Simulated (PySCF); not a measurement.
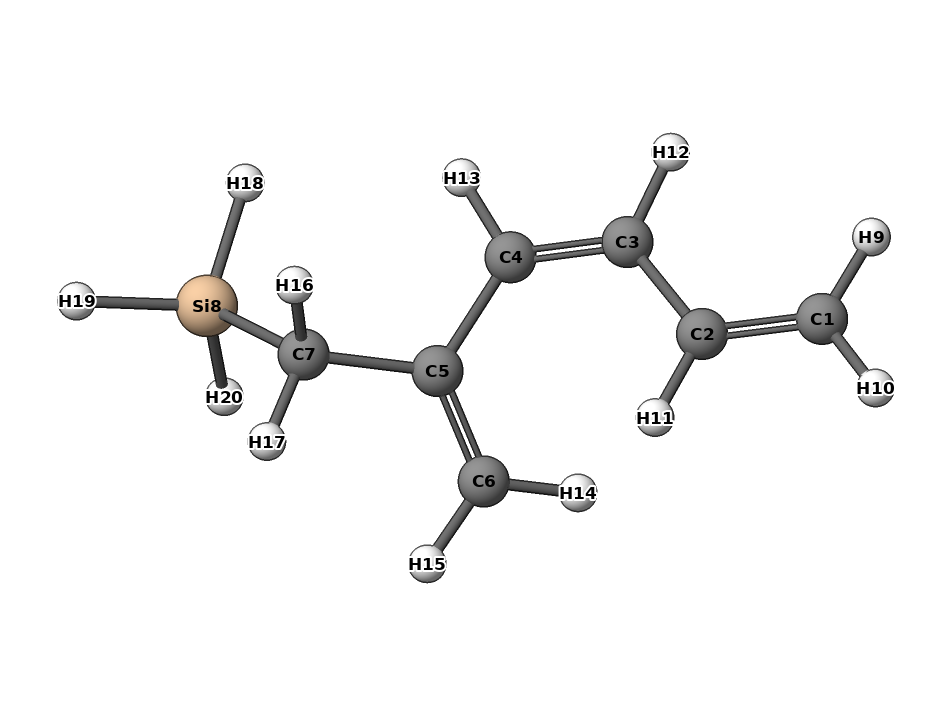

The questions are on isotropic NMR shieldings of the H atoms. The computed structure is the end point of a GFN2-xTB optimisation. No frequency run is at hand to confirm it as a minimum. Properties computed with GIAO PBE0/pcSseg-1 NMR shielding, non-relativistic, gas phase (PySCF 2.14.0).

Give the isotropic NMR shieldings of the H atoms atom by atom.

```tsv
atom	σ (ppm)
H9	26.08
H10	26.24
H11	24.42
H12	25.33
H13	25.42
H14	26.53
H15	26.27
H16	30.09
H17	29.60
H18	27.60
H19	27.64
H20	27.94
```

The geometry is semi-empirical. Around Si such bond lengths and angles can be off by a tenth of an ångström or more and by several degrees, and values that hang on the shape move with them.
